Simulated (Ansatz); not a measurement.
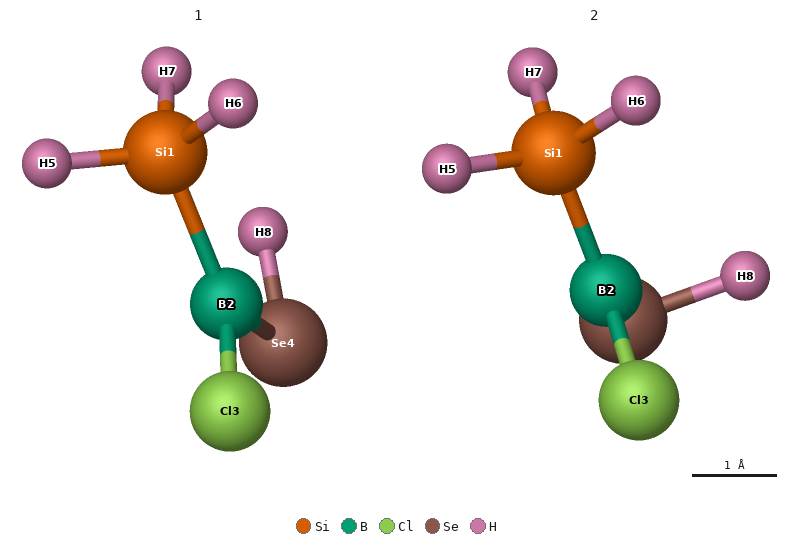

Two geometries of BSiH$_{4}$SeCl, drawn at one scale. One is the start of a relaxation, the other its converged end. A ball-and-stick model, seen from a free direction.

Theory: Ansatz, RKS revPBE/def2-SVP. (no spin polarisation; force threshold 0.015 eV/Å; at most 40 steps)

Which geometry has the lower energy?

Answer. Structure 1 is the relaxed one. The run prepares an end point of a later path (torsion) calculation, from a guessed geometry. After 16 geometry steps the energy has fallen by 22.8 kcal/mol. Largest force component: 2.9 eV/Å at the start, 0.015 eV/Å at the end. The forces were under the threshold at step 11, but the run went on from there. The largest move after the best rigid fit is that of H8, 1.23 Å. Largest moves by element: H 1.23 Å, Se 0.79 Å, B 0.29 Å, Cl 0.26 Å, Si 0.09 Å. Among the contacts that change: Si1–B2 1.882 → 2.035 Å, Se4–H8 1.561 → 1.487 Å, B2–Cl3 1.827 → 1.780 Å, B2–Se4 1.972 → 1.946 Å. Among the angles between lasting bonds that change: B2–Se4–H8 89.0° → 95.6°, Si1–B2–Se4 121.7° → 124.8°, Cl3–B2–Se4 119.3° → 116.2°. Groups turn about B2–Se4 by about 90°. The run took 18 s on 2 threads of Intel(R) Xeon(R) Platinum 8559C (Emerald Rapids), on a shared host, peak memory 0.17 GiB.
